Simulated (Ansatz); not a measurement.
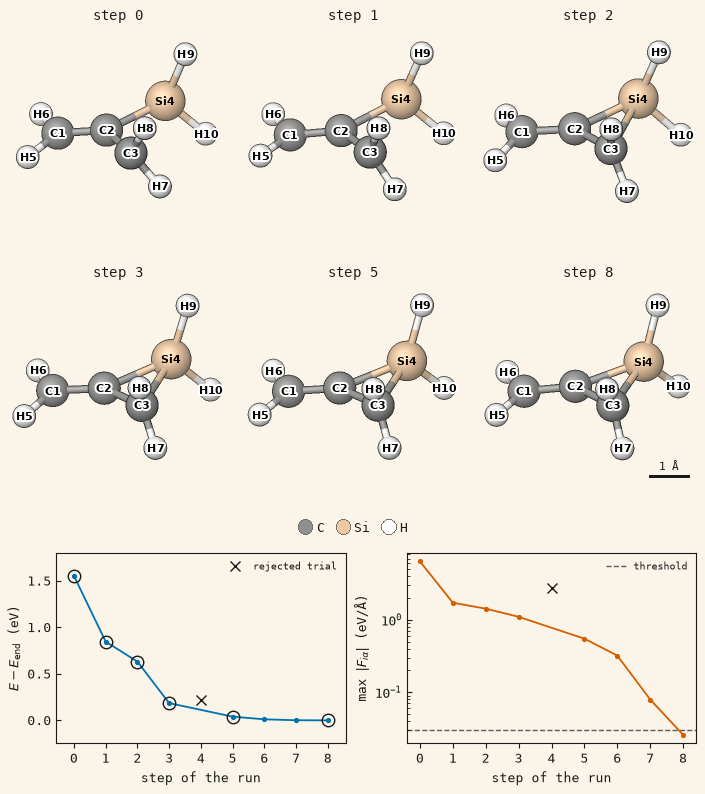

Frames of a relaxation of C₃H₆Si (coarse preliminary run), marked on the history of the run. A ball-and-stick model, seen from a free direction.

The start comes from a force field.

Computed with RKS PBE-D4/def2-SVP (Ansatz).

The input:
```yaml
crystal:
  periodic: [false, false, false]
  atoms:
    - {symbol: C, position_ang: [-1.536000, 0.314000, -0.599700]}
    - {symbol: C, position_ang: [-0.373900, 0.071500, -0.149400]}
    - {symbol: C, position_ang: [0.592200, -0.757800, -0.709500]}
    - {symbol: Si, position_ang: [0.634000, 0.524400, 1.216800]}
    - {symbol: H, position_ang: [-1.931900, -0.084100, -1.561400]}
    - {symbol: H, position_ang: [-2.266300, 1.040200, -0.092300]}
    - {symbol: H, position_ang: [1.521200, -0.286800, -1.136900]}
    - {symbol: H, position_ang: [0.846500, -1.697600, -0.223600]}
    - {symbol: H, position_ang: [0.839800, -0.534600, 2.257700]}
    - {symbol: H, position_ang: [1.757500, 1.359600, 1.001300]}
basis:
  gaussian: {orbitals: def2-SVP}
hamiltonian: {xc: pbe, dispersion: d4}
relax: {f_tol: 0.03, max_steps: 200}
```

Launched with:
```bash
ansatz run in.yaml --threads 2 --pin off --events-out ev --progress --plain --max-ram 4352MiB
```

Question: Describe the path.

Answer: The largest move after the best rigid fit is that of Si4, 0.36 Å. Largest moves by element: Si 0.36 Å, C 0.33 Å, H 0.26 Å. Near-neighbour distances that change, for instance: C3–Si4 2.314 → 1.899 Å, C2–C3 1.391 → 1.510 Å, C2–Si4 1.757 → 1.846 Å, Si4–H10 1.416 → 1.496 Å. New bonds form: C3–Si4 (2.31 → 1.90 Å). Bond angles that change, for instance: C3–C2–Si4 93.9° → 68.1°, C1–C2–Si4 138.7° → 153.8°, C1–C2–C3 127.4° → 138.1°. The energy falls by 1.553 eV in 7 accepted moves (8 points after the start). Largest force component: 6.4 eV/Å at the start, 0.026 eV/Å at the end. The line search rejected the trial step at point 4 of the run. The run took 12 s on 2 threads of Arm Neoverse V2, on a shared host. From step 0 to 1: C3 moves most (0.11 Å), energy −0.707 eV. From step 1 to 2: C3 moves most (0.18 Å), energy −0.215 eV. From step 2 to 3: Si4 moves most (0.20 Å), energy −0.446 eV. From step 3 to 5: Si4 moves most (0.09 Å), energy −0.146 eV. From step 5 to 8: Si4 moves most (0.07 Å), energy −0.040 eV.
